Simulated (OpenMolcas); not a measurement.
**Multiconfigurational calculation, with input and output: Re⁶⁺ complex**

- system: Re⁶⁺ with 6 ligands (F; octahedron, 1.86 Å), with no charges around it.
- method: state-averaged CASSCF, active space 1 electron in the shell 5d, basis ANO-RCC-VTZP on the metal and ANO-RCC-VDZP on the ligands, DKH2 scalar Hamiltonian, spin-orbit coupling by RASSI with atomic mean-field integrals (OpenMolcas)

### Summary

```tsv
quantity	value
outcome	converged
energy of the lowest spin-free term	−17274.00870 hartree
energy of the lowest spin-orbit level	−17274.01779 hartree
largest spread among components of a term	0.0 cm⁻¹
hardware	1 thread of Arm Neoverse V1, 24 GiB of memory available, shared host
wall time	30 s
peak memory	0.65 GiB
```

### Notes

To bear in mind: covalent bonds, ligand orbitals missing from the active space; distances are set from ionic radii, not optimised.

### Input
```
&GATEWAY
Coord
7

Re 0.0 0.0 0.0
F 1.860000 0.000000 0.000000
F 0.000000 1.860000 0.000000
F -1.860000 0.000000 0.000000
F 0.000000 -1.860000 0.000000
F 0.000000 0.000000 1.860000
F 0.000000 0.000000 -1.860000
Basis=Re.ANO-RCC-VTZP,F.ANO-RCC-VDZP
Group=XYZ
NoMove
AngMom=0.0 0.0 0.0
AMFI
RICD
&SEWARD
&RASSCF
FileOrb=start.orb
Symmetry=1
Spin=2
nActEl=1 0 0
Inactive=30 34
Ras2=5 0
CIRoot=5 5 1
SDav=5
CIMx=300
Iter=150 100
PrWF=0.3
OrbListing=Nothing
MaxOrb=0
LevShft=1.0
>>> COPY $Project.JobIph JOB001
&RASSI
NrOfJobIphs=1 5
1 2 3 4 5
IphNames
JOB001
EJob
SpinOrbit
DIPRint=1.0
SOCoupling=1000.0
Subsets=2
Property=9
'ANGMOM' 1 'ANGMOM' 2 'ANGMOM' 3 'MLTPL  1' 1 'MLTPL  1' 2 'MLTPL  1' 3
'AMFI' 1 'AMFI' 2 'AMFI' 3
SOProperty=3
'ANGMOM' 1 'ANGMOM' 2 'ANGMOM' 3
```

The file start.orb holds starting orbitals from an earlier step. A driver script formed the levels outside the program, from RASSI's spin-orbit matrix and the active-space energies, averaged over the components of each term or state.

Command:
```bash
OMP_NUM_THREADS=1 MOLCAS_MEM=2457 MOLCAS_PROJECT=a pymolcas a.inp > a.log  # once for each step of the input, in one work folder
```

### Log (extracts)
```
--- SEWARD ---
Basis set label: RE.ANO-RCC...8S7P5D3F2G1H.

      Electronic valence basis set:
      ------------------
      Associated Effective Charge  75.000000 au
      Associated Actual Charge     75.000000 au
      Nuclear Model: Point charge

      Shell  nPrim  nBasis  Cartesian Spherical Contaminant
         s      24       8        X
         p      21       7        X
         d      15       5                 X
         f      11       3                 X
         g       4       2                 X
         h       2       1                 X
                  Relativistic Douglas-Kroll-Hess integrals:
                    - DKH order of Hamiltonian: 2
                    - DKH order of Properties : 0
                  Atomic mean-field integrals
--- RASSCF ---
Wave function specifications:
      -----------------------------

      Number of closed shell electrons         128
      Number of electrons in active shells       1
      Max number of holes in RAS1 space          0
      Max nr of electrons in RAS3 space          0
      Number of inactive orbitals               64
      Number of active orbitals                  5
      Number of secondary orbitals             119
      Spin quantum number                      0.5
      State symmetry                             1
Orbital specifications:
      -----------------------

      Symmetry species                           1   2
                                                ag  au
      Frozen orbitals                            0   0
      Inactive orbitals                         30  34
      Active orbitals                            5   0
      RAS1 orbitals                              0   0
      RAS2 orbitals                              5   0
      RAS3 orbitals                              0   0
      Secondary orbitals                        58  61
      Deleted orbitals                           0   0
      Number of basis functions                 93  95
      Number of CSFs                             5
      Number of root(s) required                 5
      Iter CI   SX   CI       RASSCF       Energy    max ROT     max BLB   max BLB  Level Ln srch  Step   QN
          iter iter root      energy       change     param      element    value   shift minimum  type update
 Nr of preliminary CI iterations:   1
      Total energies have been shifted. Add               -17000.00 au
        1   1   14    0  -271.64220128    0.00E+00  -1.28E-01*  30  33 1  5.05E-01*  1.21   0.00    SX    NO
        2   1   15    0  -273.19082642   -1.55E+00*  1.29E-01*  30  33 1  4.03E-01*  0.85   0.00    SX    NO
        3   1   15    0  -273.75330023   -5.62E-01* -7.85E-02   30  33 1  2.04E-01*  0.57   0.00    SX    NO
        4   1   15    0  -273.89115273   -1.38E-01* -2.29E-02   18  64 2  7.33E-02*  0.66   0.00    SX    NO
        5   1   14    0  -273.91597768   -2.48E-02* -2.14E-02   13  38 2  4.85E-02*  0.65   1.24    QN   YES
        6   1   13    0  -273.92523062   -9.25E-03* -4.19E-03   13  48 2  8.34E-03*  0.66   1.03    QN   YES
        7   1   12    0  -273.92573182   -5.01E-04* -3.28E-03   30  33 1 -5.47E-03*  0.66   1.58    QN   YES
        8   1   11    0  -273.92591482   -1.83E-04* -1.47E-03   30  33 1 -2.27E-03*  0.66   1.21    QN   YES
        9   1   11    0  -273.92594938   -3.46E-05* -9.42E-04   30  33 1 -1.29E-03*  0.66   1.65    LS   YES
       10   1   11    0  -273.92595567   -6.29E-06*  4.67E-04   13  48 2 -7.70E-04*  0.66   1.01    QN   YES
       11   1   10    0  -273.92596298   -7.31E-06*  2.16E-04   18  60 1 -3.54E-04*  0.66   1.46    LS   YES
       12   1   10    0  -273.92596379   -8.12E-07* -1.41E-04   13  48 2  3.16E-04*  0.66   1.00    QN   YES
       13   1    9    0  -273.92596420   -4.01E-07* -5.89E-05   22  63 2  6.67E-05   0.66   1.26    QN   YES
       14   1    7    0  -273.92596425   -5.70E-08* -1.52E-05   30  33 1 -1.57E-05   0.66   1.18    QN   YES
       15   1    6    0  -273.92596426   -3.85E-09  -3.51E-06   18  60 1  8.65E-06   0.66   1.32    QN   YES
      Convergence after 15 iterations
       16   1    6    0  -273.92596426   -6.11E-10  -3.51E-06   18  60 1  3.42E-06   0.66   1.32    QN   YES
      Natural orbitals and occupation numbers for root  1
      sym 1:   0.000000   1.000000   0.000000   0.000000   0.000000
      Natural orbitals and occupation numbers for root  2
      sym 1:   0.000000   0.000000   0.000000   1.000000   0.000000
      Natural orbitals and occupation numbers for root  3
      sym 1:   1.000000   0.000000  -0.000000   0.000000   0.000000
::    RASSCF root number  1 Total energy: -17274.00870015
::    RASSCF root number  2 Total energy: -17274.00870015
::    RASSCF root number  3 Total energy: -17274.00870015
::    RASSCF root number  4 Total energy: -17273.80186041
::    RASSCF root number  5 Total energy: -17273.80186041
--- RASSI ---
SPIN-FREE ENERGIES:
  (Shifted by EMIN (a.u.) =     -17274.0087001550)

 SF State       Relative EMIN(au)   Rel lowest level(eV)    D:o, cm**(-1)

     1             0.0000000000        0.0000000000              0.0000
     2             0.0000000000        0.0000000000              0.0000
     3             0.0000000000        0.0000000000              0.0000
     4             0.2068397453        5.6283961998          45396.0768
     5             0.2068397453        5.6283961998          45396.0768
     Dipole printing threshold changed to   1.00000000E+00
Eigenvalues of complex Hamiltonian:
   -----------------------------------
  (Shifted by EMIN (a.u.) =     -17274.0087001550)

 SO State       Relative EMIN(au)   Rel lowest level(eV)    D:o, cm**(-1)

     1            -0.0090903445        0.0000000005              0.0000
     2            -0.0090903445        0.0000000005              0.0000
     3            -0.0090903445        0.0000000000              0.0000
     4            -0.0090903445        0.0000000000              0.0000
     5             0.0148949739        0.6526737625           5264.1689
     6             0.0148949739        0.6526737625           5264.1689
     7             0.2084826028        5.9204615067          47751.7424
     8             0.2084826028        5.9204615067          47751.7424
     9             0.2084826028        5.9204615070          47751.7424
    10             0.2084826028        5.9204615070          47751.7424
Weights of the five most important spin-orbit-free states for each spin-orbit state.

 SO State  Total energy (au)           Spin-free states, spin, and weights
 -------------------------------------------------------------------------------------------------------
    1        -0.009090       3 0.5  0.6037    2 0.5  0.3483    1 0.5  0.0405    5 0.5  0.0068    4 0.5  0.0008
    2        -0.009090       3 0.5  0.6033    2 0.5  0.3488    1 0.5  0.0403    5 0.5  0.0068    4 0.5  0.0008
    3        -0.009090       1 0.5  0.6211    2 0.5  0.3134    3 0.5  0.0580    4 0.5  0.0068    5 0.5  0.0008
    4        -0.009090       1 0.5  0.6213    2 0.5  0.3128    3 0.5  0.0583    4 0.5  0.0068    5 0.5  0.0008
    5         0.014895       1 0.5  0.3333    2 0.5  0.3333    3 0.5  0.3333    4 0.5  0.0000    5 0.5  0.0000
    6         0.014895       1 0.5  0.3333    2 0.5  0.3333    3 0.5  0.3333    4 0.5  0.0000    5 0.5  0.0000
    7         0.208483       5 0.5  0.9259    4 0.5  0.0665    3 0.5  0.0047    2 0.5  0.0024    1 0.5  0.0004
    8         0.208483       5 0.5  0.9259    4 0.5  0.0665    3 0.5  0.0047    2 0.5  0.0024    1 0.5  0.0004
    9         0.208483       4 0.5  0.9259    5 0.5  0.0665    1 0.5  0.0046    2 0.5  0.0026    3 0.5  0.0003
   10         0.208483       4 0.5  0.9259    5 0.5  0.0665    1 0.5  0.0046    2 0.5  0.0026    3 0.5  0.0003
 -------------------------------------------------------------------------------------------------------
```

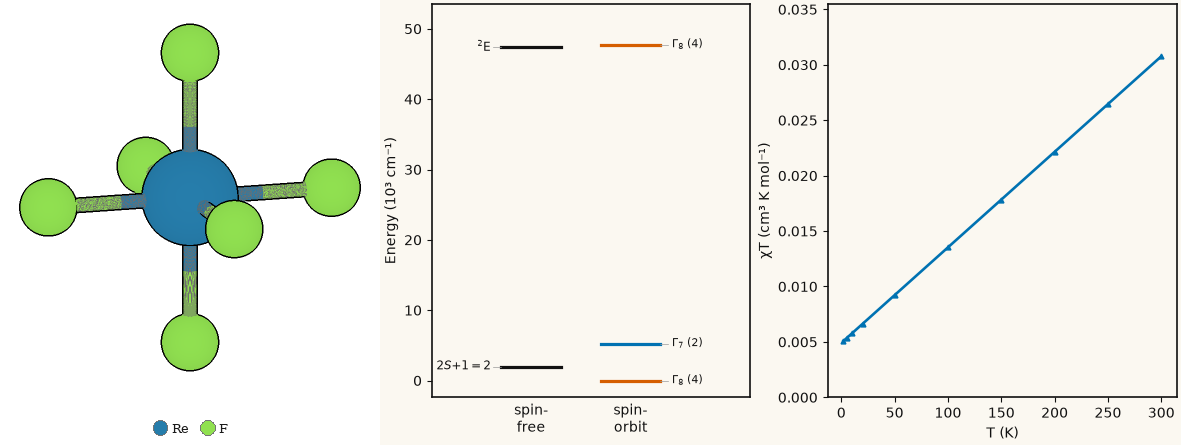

Figure 1. Re⁶⁺ (5d) with 6 ligands, F⁻, at 1.86 Å (arrangement: octahedron, Oh), and its levels and susceptibility. Labels give the representation in O, Td, D4 or D3 as the site allows (double group for half-integer spin) where it could be assigned and, in brackets, the degeneracy; spin-free states, where drawn, share the zero of the spin-orbit levels. Powder susceptibility by Van Vleck's formula. The ground level is Γ₈, 4-fold degenerate, 100 % from states of spin multiplicity 2. The next level lies at 5,260 cm⁻¹ (Γ₇). χT is 0.00508 cm³ K mol⁻¹ at 2 K and 0.0308 at 300 K, an effective moment of 0.50 μB. The active orbitals hold 67 to 81 % metal character (Löwdin), and the Mulliken charge of the metal is +2.61.
